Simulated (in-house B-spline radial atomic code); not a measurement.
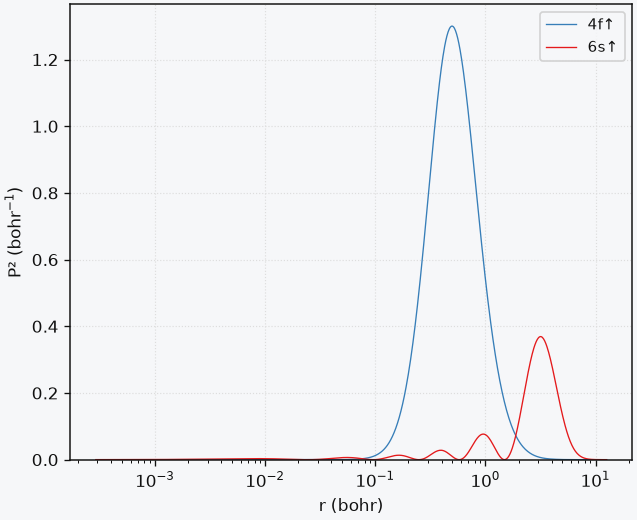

System: the thulium ion Tm⁺, configuration [Xe] 4f13 6s1 (high spin). The calculation used an in-house B-spline radial code at this level: scalar-relativistic (spin-free one-electron X2C) r2SCAN, spin-polarised, spherical fractional occupations, Fermi nucleus, basis-set limit. Radial functions and radii carry no picture-change correction.

```
Z = 69
electrons = 68.0
configuration = [Xe] 4f13 6s1
hamiltonian = x2c
method = r2scan
spin_polarised = True
nucleus = fermi
rms_radius = 5.2256
mass_number = 169
atomic_mass = 168.934218956
speed_of_light = 137.035999084
```

The plot shows the radial probability densities P² of 6s up and 4f up.

Q: Read the plot.

Answer: 4f up: outer maximum at 0.497 bohr, ⟨r⟩ = 0.799 bohr, 0 nodes, eigenvalue −10.1 eV; 6s up: outer maximum at 3.17 bohr, ⟨r⟩ = 3.60 bohr, 5 nodes, eigenvalue −9.64 eV.
